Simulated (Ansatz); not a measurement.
**AsH3 (SMILES [AsH3]): B3LYP/6-31G(d) (spherical functions)**

What is the electronic atomisation energy of AsH3 at B3LYP/6-31G* (spherical functions)? 

The results are computed with Ansatz 0.2.0.

35 further runs of the same task are left out: 1 that didn't finish, 34 set aside as unsound or not needed.

### 1 The structure to begin with

AsH3 has 4 atoms, charge 0, and is taken as a singlet. SMILES: `[AsH3]`. Geometry: relaxed at PBE0-D4/def2-TZVP.

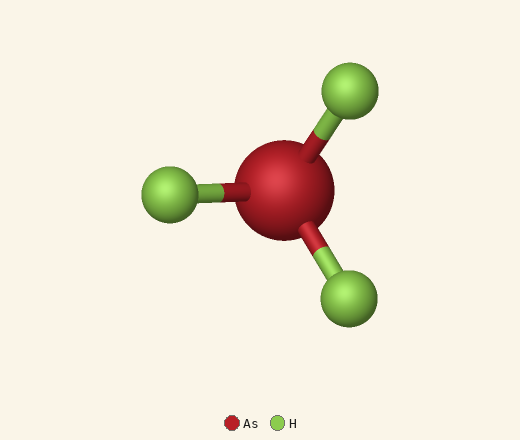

The structure, seen from a chosen angle (arsenic red, hydrogen green).

### 2 A single-point energy at B3LYP/6-31G(d) (spherical functions)

Contents of job.yaml:

```yaml
crystal:
  periodic: [false, false, false]
  atoms:
    - {symbol: As, position_ang: [-0.215800, 0.487600, -0.346000]}
    - {symbol: H, position_ang: [0.349900, 0.630300, 1.059400]}
    - {symbol: H, position_ang: [-1.068000, -0.705500, 0.061100]}
    - {symbol: H, position_ang: [0.933900, -0.412500, -0.774500]}
basis:
  gaussian:
    orbitals: 6-31G_st_-spherical.json
hamiltonian:
  xc: {name: B3LYP}
accuracy: high
output:
  orbitals: {seedname: orbitals}
```

The basis set 6-31G* is read from a file made from the Basis Set Exchange's data (not shown).

On the command line:

```sh
$ ansatz run job.yaml --threads 1 --pin off --max-ram 3480MiB --events-out events.jsonl --progress --plain --runs-dir runs
```

Log:

```text
Warning: RAYON_NUM_THREADS=1 ignored (pool sized by the plan → 1); use --threads N
Functional definition: B3LYP
  name "B3LYP"
  parameter a0 = 0.2
  parameter ax = 0.72
  parameter ac = 0.81
  exchange = (1 - a0 - ax)*slater_x + ax*b88_x + a0*exact_x
  correlation = (1 - ac)*vwn_rpa_c + ac*lyp_c
697 factors; integrals over basis functions are off by at most 3.9e-9 eV
mean field evaluation 1: about -60882.8762 eV, gradient 8.5e0 eV
mean field evaluation 2: about -60883.0149 eV, gradient 3.9e0 eV
mean field evaluation 4: about -60883.0458 eV, gradient 3.5e-1 eV
mean field evaluation 8: about -60883.1058 eV, gradient 1.4e-2 eV
mean field evaluation 16: about -60883.1058 eV, gradient 4.9e-7 eV
mean field -60883.10581368 eV, -2237.4128706016 hartree, gradient 5.1e-8 eV, S^2 0.000000; 0 other end points of the search recorded, 0 dependent functions left out
reference -60883.10584251 eV, -2237.4128716609 hartree; 18, 18 occupied and 20, 20 virtual orbitals, 697 factors
Total energy: -60883.10584251 eV, -2237.4128716609 hartree
```

Wall time 8.8 s (1 thread of Intel Xeon Platinum 8175M at 2.50GHz (Skylake/Cascade Lake), shared host); peak memory 0.12 GiB.

### 3 The As atom at the same level

Contents of job.yaml:

```yaml
crystal:
  periodic: [false, false, false]
  atoms:
    - {symbol: As, position_ang: [0.000000, 0.000000, 0.000000]}
basis:
  gaussian:
    orbitals: 6-31G_st_-spherical.json
magnetization:
  spin_polarized: true
  initial_magnetization: 3
hamiltonian:
  xc: {name: B3LYP}
accuracy: high
```

The basis set 6-31G* is read from a file made from the Basis Set Exchange's data (not shown).

Run the same way, it converges to -2235.56133 Eh (log not shown).

### 4 The H atom at the same level

Contents of job.yaml:

```yaml
crystal:
  periodic: [false, false, false]
  atoms:
    - symbol: H
      position_ang: [0.000000, 0.000000, 0.000000]
basis:
  gaussian:
    orbitals: "6-31G*"
magnetization:
  spin_polarized: true
  initial_magnetization: 1
hamiltonian:
  xc: {name: B3LYP}
accuracy: high
```

On the command line:

```sh
$ ansatz run job.yaml --threads 1 --pin off --max-ram 3480MiB --events-out events.jsonl --progress --plain --runs-dir runs
```

Log:

```text
Warning: RAYON_NUM_THREADS=1 ignored (pool sized by the plan → 1); use --threads N
Functional definition: B3LYP
  name "B3LYP"
  parameter a0 = 0.2
  parameter ax = 0.72
  parameter ac = 0.81
  exchange = (1 - a0 - ax)*slater_x + ax*b88_x + a0*exact_x
  correlation = (1 - ac)*vwn_rpa_c + ac*lyp_c
3 factors; integrals over basis functions are off by at most 5.4e-10 eV
mean field evaluation 1: about -13.6135 eV, gradient 2.1e-1 eV
mean field evaluation 2: about -13.6127 eV, gradient 2.0e-1 eV
mean field evaluation 4: about -13.6131 eV, gradient 4.2e-7 eV
mean field evaluation 8: about -13.6131 eV, gradient 8.0e-10 eV
mean field -13.61309805 eV, -0.5002721262 hartree, gradient 8.6e-9 eV, S^2 0.750000; 0 other end points of the search recorded, 0 dependent functions left out
reference -13.61311596 eV, -0.5002727842 hartree; 1, 0 occupied and 1, 2 virtual orbitals, 3 factors
Total energy: -13.61311596 eV, -0.5002727842 hartree
```

Wall time 0.2 s (1 thread of Intel Xeon Platinum 8175M at 2.50GHz (Skylake/Cascade Lake), shared host).

### 5 Outcome

Level: B3LYP/6-31G* (spherical functions).

| quantity | value |
| --- | --- |
| molecule: total energy | -2237.41287 Eh |
| molecule: HOMO energy | -7.54 eV |
| molecule: LUMO energy | 0.68 eV |
| molecule: HOMO–LUMO gap | 8.22 eV |
| As atom: total energy | -2235.56133 Eh |
| As atom: ⟨S²⟩ | 3.750 |
| H atom: total energy | -0.50027 Eh |
| H atom: ⟨S²⟩ | 0.750 |
| electronic atomisation energy | 9.544 eV |

Taking the molecule apart into free atoms costs 9.54 eV (921 kJ/mol), before zero-point energy and without spin-orbit coupling.
